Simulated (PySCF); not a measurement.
# singlet GeH2Cl+: levels of theory compared

Aim: a comparison of 3 runs (BCCD(T)/STO-3G, CCSDT(Q)/STO-3G, QCISD(T)/STO-3G) of singlet GeH2Cl+. Input form: a Python script.

The calculation is run with PySCF 2.14.0.

4 further runs of the same task are left out: 4 set aside as unsound or not needed.

### 1 The structure to begin with

GeH2Cl+ has 4 atoms, charge +1, and is taken as a singlet. SMILES of the parent species: `[Cl][GeH2]`. The coordinates come from a PBE0-D4/def2-TZVP relaxation. That shape belongs to the parent species and isn't relaxed for this state.

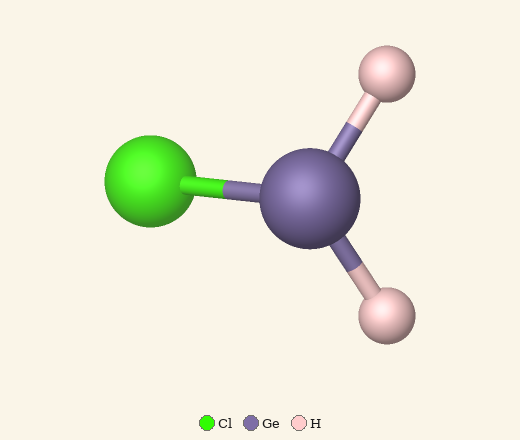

The structure, seen from a chosen angle (chlorine green, germanium purple, hydrogen pink).

### 2 The energy at BCCD(T)/STO-3G (run 1)

Input file input.xyz:

```xyz
4

Cl    -1.562900     0.305200     0.993500
Ge     0.106700    -0.451100    -0.141600
H      0.072700     0.259600    -1.514200
H      1.383400    -0.113700     0.662300
```

Input file input.py:

```python
from pyscf import gto, cc
from pyscf.cc.bccd import bccd_kernel_

system = gto.M(
    atom='input.xyz',
    basis='sto-3g',
    max_memory=1860,
    verbose=3,
    charge=1,
)

mf = system.RHF()
mf.conv_tol = 1e-10
mf.kernel()
if not mf.converged:
    mf = mf.newton().run(mf.mo_coeff, mf.mo_occ)

mycc = cc.CCSD(mf, frozen=14).run()
mycc = bccd_kernel_(mycc, diis=True)
e_t = mycc.ccsd_t()
e_tot = mycc.e_tot + e_t
print('Final energy', e_tot)
```

Started as:

```
$ OMP_NUM_THREADS=1 python input.py
```

Log:

```text
converged SCF energy = -2507.24659334954
E(CCSD) = -2507.316440294366  E_corr = -0.06984694482882355
BCCD loop starts.

[... 25 lines left out ...]
CCSD converged
[... 25 lines left out ...]
CCSD converged
[... 23 lines left out ...]
CCSD converged
[... 3 lines left out ...]
******** <class 'pyscf.cc.ccsd.CCSD'> ********
CC2 = 0
CCSD nocc = 11, nmo = 15
frozen orbitals 14
max_cycle = 50
direct = 0
conv_tol = 1e-07
conv_tol_normt = 1e-05
diis_space = 6
diis_start_cycle = 0
diis_start_energy_diff = 1e+09
Init E_corr(CCSD) = -0.0743398661877666
cycle = 1  E_corr(CCSD) = -0.0743404352138768  dE = -5.6902611e-07  norm(t1,t2) = 2.75902e-05
cycle = 2  E_corr(CCSD) = -0.0743402985847221  dE = 1.36629155e-07  norm(t1,t2) = 7.83244e-06
cycle = 3  E_corr(CCSD) = -0.0743404416998693  dE = -1.43115147e-07  norm(t1,t2) = 4.4685e-06
cycle = 4  E_corr(CCSD) = -0.0743403327427965  dE = 1.08957073e-07  norm(t1,t2) = 2.50102e-06
cycle = 5  E_corr(CCSD) = -0.0743403426136559  dE = -9.87085937e-09  norm(t1,t2) = 1.28665e-06
CCSD converged
E(CCSD) = -2507.315386926801  E_corr = -0.07434034261365585
BCC iter:    3  E:   -2507.315386926801  dE:    1.181e-08  |t1|:    3.530e-06
CCSD(T) correction = -0.00381318039576678
Final energy -2507.319200107197
```

Run time: 1.1 s. Hardware: 1 thread of Arm Neoverse V2, shared host; peak memory 0.12 GiB.

### 3 The energy at CCSDT(Q)/STO-3G (run 2)

Input file mol.xyz:

```xyz
4

Cl    -1.562900     0.305200     0.993500
Ge     0.106700    -0.451100    -0.141600
H      0.072700     0.259600    -1.514200
H      1.383400    -0.113700     0.662300
```

Input file input.py:

```python
from pyscf import gto, scf, cc

mol = gto.M(
    atom='mol.xyz',
    max_memory=1860,
    basis='sto-3g',
    verbose=3,
    charge=1,
)

hf = scf.RHF(mol)
hf.conv_tol = 1e-10
hf.kernel()
if not hf.converged:
    hf = hf.newton().run(hf.mo_coeff, hf.mo_occ)

mycc = cc.CCSDT(hf, frozen=14)
mycc.kernel()
e_bracket, e_q = mycc.ccsdt_q()
etot = mycc.e_tot + e_q
print(f'total energy: {etot:.8f} hartree')
```

Started as:

```
$ OMP_NUM_THREADS=1 python input.py
```

Log:

```text
converged SCF energy = -2507.24659334954
_make_eris_incore_RCCSDT

WARN: A large `blksize` is being used, which may cause large memory consumption
      for storing contraction intermediates. If memory is sufficient, consider using
      `pyscf.cc.rccsdt_highm.RCCSDT` instead.

RCCSDT converged
E(RCCSDT) = -2507.320355235005   E_corr = -0.07376188546816591
E_corr(same-spin) = -0.00690895145449711
E_corr(oppo-spin) = -0.0668529340136688
_make_eris_incore_RCCSDT
total energy: -2507.32045943 hartree
```

Wall time 3.6 s (1 thread of Arm Neoverse V2, shared host); peak memory 0.11 GiB.

### 4 A single-point energy at QCISD(T)/STO-3G (run 3)

Input file input.py:

```python
from pyscf import gto, cc

mol = gto.M(
    atom='''
Cl    -1.562900     0.305200     0.993500
Ge     0.106700    -0.451100    -0.141600
H      0.072700     0.259600    -1.514200
H      1.383400    -0.113700     0.662300
''',
    verbose=3,
    basis='sto-3g',
    max_memory=1860,
    charge=1,
)

mf = mol.RHF()
mf.conv_tol = 1e-10
mf.kernel()
if not mf.converged:
    mf = mf.newton().run(mf.mo_coeff, mf.mo_occ)

mycc = cc.QCISD(mf, frozen=14)
mycc.kernel()
e_t = mycc.qcisd_t()
e_tot = mycc.e_tot + e_t
print(f'total energy: {e_tot:.8f} hartree')
```

Started as:

```
$ OMP_NUM_THREADS=1 python input.py
```

Log:

```text
converged SCF energy = -2507.24659334954
E(QCISD) = -2507.318174676279  E_corr = -0.0715813267424157
QCISD(T) correction = -0.00213365793134419
total energy: -2507.32030833 hartree
```

Wall time 0.79 s (1 thread of Arm Neoverse V2, shared host); peak memory 0.12 GiB.

### 5 Overview of the runs

| run | level | energy (Eh) | correlation energy (mEh) | (T) correction (mEh) | wall time |
| --- | --- | --- | --- | --- | --- |
| 1 | BCCD(T)/STO-3G | -2507.319200 | -72.6 | -3.81 | 1.1 s |
| 2 | CCSDT(Q)/STO-3G | -2507.320459 | -73.9 | – | 3.6 s |
| 3 | QCISD(T)/STO-3G | -2507.320308 | -73.7 | -2.13 | 0.79 s |

### 6 Results

| quantity | value |
| --- | --- |
| run 3: total energy | -2507.32031 Eh |
| run 3: HOMO energy (Hartree–Fock orbitals) | -17.16 eV |
| run 3: LUMO energy (Hartree–Fock orbitals) | -6.50 eV |
| run 3: HOMO–LUMO gap (Hartree–Fock orbitals) | 10.66 eV |
| run 3: correlation energy (14 core orbitals frozen) | -73.7 mEh |
| run 3: (T) correction | -2.13 mEh |
| run 3: T1 diagnostic | 0.026 |

In words: In runs 1, 2, 3 the basis is minimal, so the values are rough. All runs together took 5.5 s, the longest 3.6 s.
